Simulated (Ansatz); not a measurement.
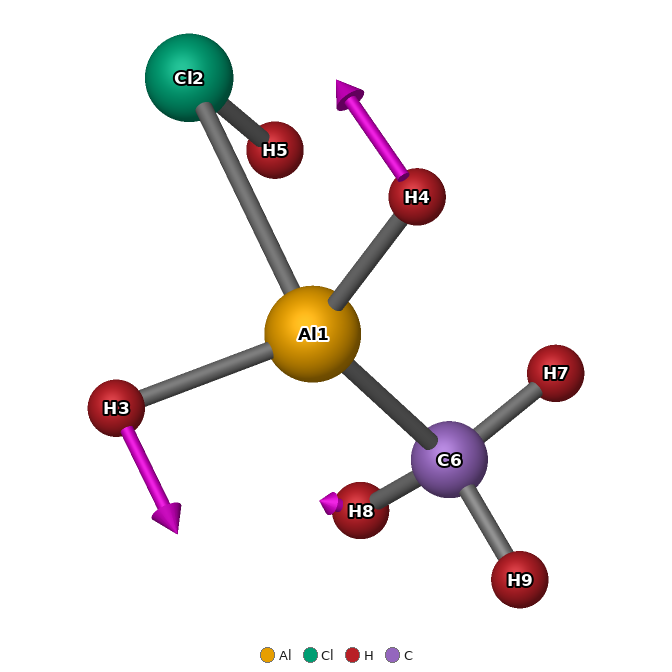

The arrows show one normal mode. Harmonic vibrations computed with RKS PBE0-D4/def2-TZVP (Ansatz 0.2.0) at a stationary point of the same level.

Question: What kind of motion is it?

Answer: Mostly Cl–Al–H bending.

Question: At what wavenumber does it lie?

Answer: 366 cm⁻¹; it is mode 6 of 21 counted from the lowest.
